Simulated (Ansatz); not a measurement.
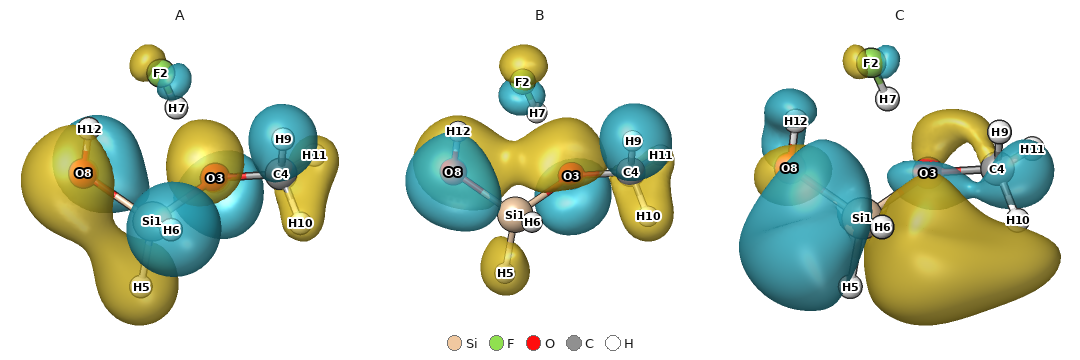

The picture shows: CH6O2Si···HF. Three frontier orbitals at ±0.08 Å⁻³ᐟ² (yellow and cyan are the two phases), in no order.

Not at a stationary point (largest force 1.8 eV/Å).

These are results of Ansatz 0.2.0, RKS PBE-D4/def2-SVP, not measurements.

Input

```
crystal:
  periodic: [false, false, false]
  atoms:
    - { symbol: Si, position_ang: [-0.7963, 0.3991, -0.2385] }
    - { symbol: F, position_ang: [1.0356, 0.9947, 0.3124] }
    - { symbol: O, position_ang: [-0.3683, -1.1356, -0.0531] }
    - { symbol: C, position_ang: [0.5081, -1.7633, 0.8401] }
    - { symbol: H, position_ang: [-1.8538, 0.0969, -1.1911] }
    - { symbol: H, position_ang: [-1.2186, 1.2311, 0.8761] }
    - { symbol: H, position_ang: [0.9119, 1.6139, -0.7127] }
    - { symbol: O, position_ang: [-0.005, 1.7581, -1.5801] }
    - { symbol: H, position_ang: [1.4081, -1.1714, 1.0001] }
    - { symbol: H, position_ang: [0.0048, -1.9078, 1.799] }
    - { symbol: H, position_ang: [0.7779, -2.7341, 0.4235] }
    - { symbol: H, position_ang: [-0.4043, 2.6183, -1.4756] }
basis:
  gaussian: { orbitals: def2-SVP }
hamiltonian:
  xc: pbe
  dispersion: d4
relax:
  f_tol: 0.15
  max_steps: 25
  restrain:
    - { distance: [0, 7], at: 1.77, k: 30.0 }
    - { distance: [6, 1], at: 0.88, k: 30.0 }
    - { distance: [0, 1], at: 2.98, k: 30.0 }
    - { distance: [6, 7], at: 2.27, k: 30.0 }
output:
  orbitals: {}
```

Launched as:

```sh
ansatz run input.yaml --threads 2 --pin off --max-ram 3072MiB --backend cpu --events-out ev --progress --plain --runs-dir out
```

The fields are those of the run's last geometry, not of the input's.

> Order the three orbitals by energy and name them.

B is the HOMO−1 (−7.42 eV). It lies mainly on O8 (about 40 %), O3 (about 30 %) and C4 (about 5 %). A is the HOMO (−7.02 eV). Its weight (Hirshfeld) is mainly on O8 (about 35 %), O3 (about 25 %), Si1 (about 10 %) and H6 (about 10 %). C is the LUMO (−0.24 eV). It lies mainly on Si1 (about 50 %), O8 (about 10 %), H10 (about 10 %), C4 (about 5 %), O3 (about 5 %) and H6 (about 5 %).

> What is the HOMO–LUMO gap?

6.78 eV between the orbital energies.
